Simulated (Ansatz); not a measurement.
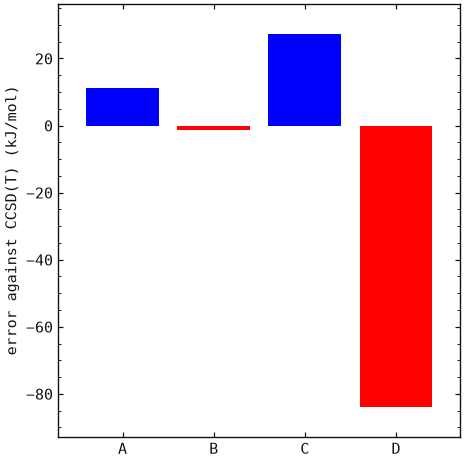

Error in the electronic atomisation energy (method less reference, so positive means overbinding) of B₂SiH₃OF, SMILES FB1BO[SiH2]1: functionals in def2-TZVPP against frozen-core CCSD(T) at the limit (MP2 extrapolated from triple and quadruple zeta, plus CCSD(T) less MP2 in a smaller set), which gives 3093.5 kJ/mol, at a PBE0-D4/def2-TZVP geometry (a minimum by its frequencies), no zero-point or spin-orbit term, the Ansatz code 0.2.0. The reference leaves out core correlation, a term that grows with the number of heavy atoms. PBE-QIDH holds a correlation term that converges slowly with the basis, so part of the distance to the limit is basis error. No dispersion term is added to PBE-QIDH.

> The letters stand for BHLYP-D4, BLYP-D4, PBE-QIDH and ωB97M-V. Which is which?

A: BLYP-D4 (11.3 kJ/mol); B: PBE-QIDH (−1.3 kJ/mol); C: ωB97M-V (27.4 kJ/mol); D: BHLYP-D4 (−83.9 kJ/mol).
